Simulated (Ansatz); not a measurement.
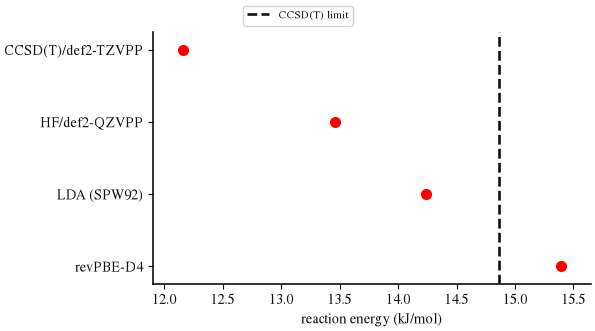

Electronic reaction energy of HfBrClF₂ ([F][Hf]([F])([Cl])[Br]) + GaHIF ([F][GaH][I]) → HfIClF₂ ([F][Hf]([F])([Cl])[I]) + GaHBrF ([F][GaH][Br]) (SMILES in brackets) at several levels (functionals in def2-TZVPP unless a basis is named), isolated molecules at PBE0-D4 triple-zeta geometries, minima by their frequencies, no zero-point or thermal terms, the Ansatz code. The line is frozen-core CCSD(T) at the basis limit (MP2 extrapolated from triple and quadruple zeta, plus CCSD(T) less MP2 in a smaller set). The distance of CCSD(T)/def2-TZVPP to the limit includes basis error. Core potentials past Kr.

Question: What do zero-point energy and temperature add?

Answer: Zero-point change 0.2 kJ/mol; at 298.15 K and 1 bar the CCSD(T) limit plus thermal terms gives an enthalpy of reaction of 15.1 and a free energy of 15.0 kJ/mol (harmonic PBE0-D4 modes, ideal gas).

Question: Which level comes closest to the line (CCSD(T) limit), and which misses most?

Answer: Closest revPBE-D4 (15.4 kJ/mol), against 14.9 kJ/mol; farthest CCSD(T)/def2-TZVPP (12.2 kJ/mol).

Caveats: no scalar relativity up to krypton; outer-core shells are correlated without core-valence functions, which makes the correlated values less sure; spin-orbit coupling is left out, and with I and Hf it can shift these values.
